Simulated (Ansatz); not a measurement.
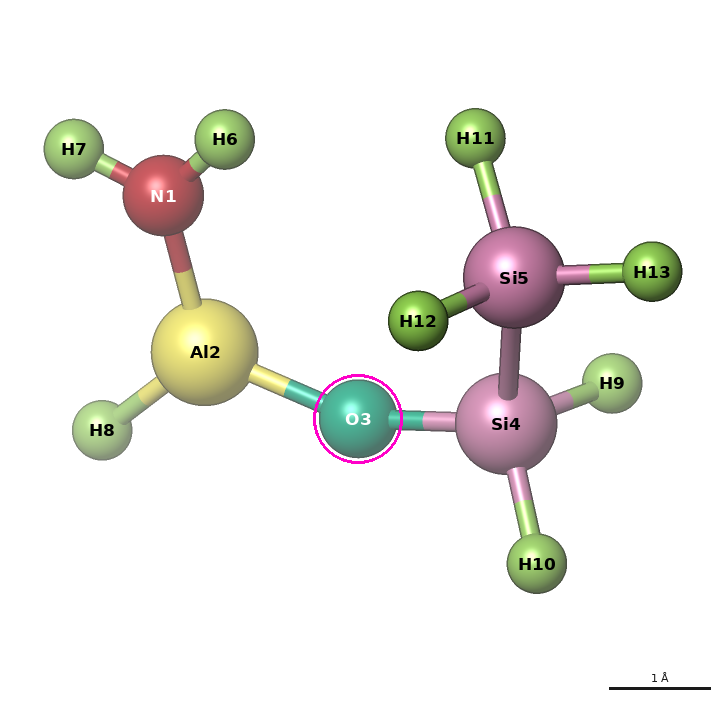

Orthographic view. Depth is shown by fading: the farther an atom, the more it takes the colour of the background. The computed structure is the end point of a PBE0-D4/def2-TZVP optimisation. No frequency run is at hand to confirm it as a minimum.

Which atoms are bonded to the circled atom?

Answer. The circled atom is O3; it is bonded to Al2, Si4.

Of Si4 and H9, which is nearer the viewer?

Answer. Si4; the bond to H9 points away from the viewer, so it looks shorter than its 1.49 Å.

What is the shortest path along bonds from the circled atom to H13?

Answer. O3–Si4–Si5–H13, 3 bonds; through space the two are 4.52 Å apart.

Which atom is farthest from the viewer?

Answer. H8, 2.2 Å behind the mean position.
